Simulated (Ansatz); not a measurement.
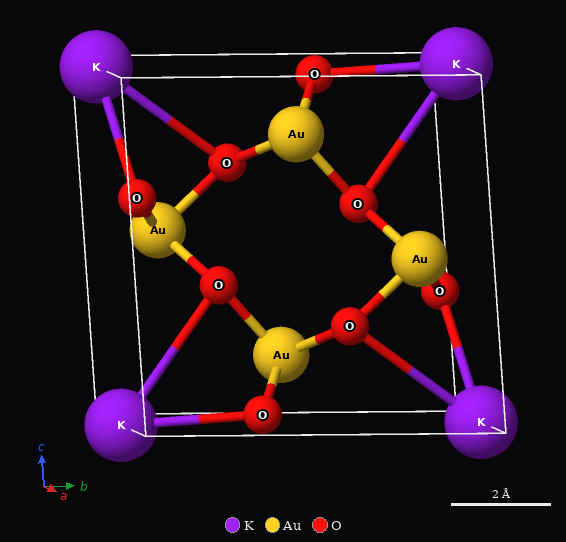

A ball-and-stick rendering, viewed slightly off an axis. The lines enclose the simulation cell; boundary atoms appear with their images.

The calculation used DFT, PAW plane waves, r2SCAN in Ansatz, with E_cut = 500 eV, 6×6×6 k-mesh, Fermi-Dirac smearing of 0.1 eV, no spin polarisation.

What charge does Bader's analysis assign to each element?

K +0.89 e; Au +1.40 e; O -0.84 to -0.78 e.

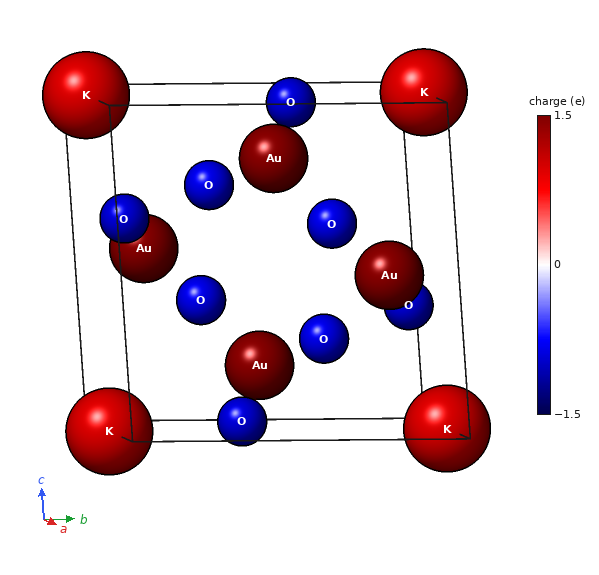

The atoms coloured by those charges.

The cell started as a generated cell, made by putting these elements into a known structure type (the compound may or may not exist in this form). The structure drawn was relaxed with Ansatz, DFT, PAW plane waves, r2SCAN.
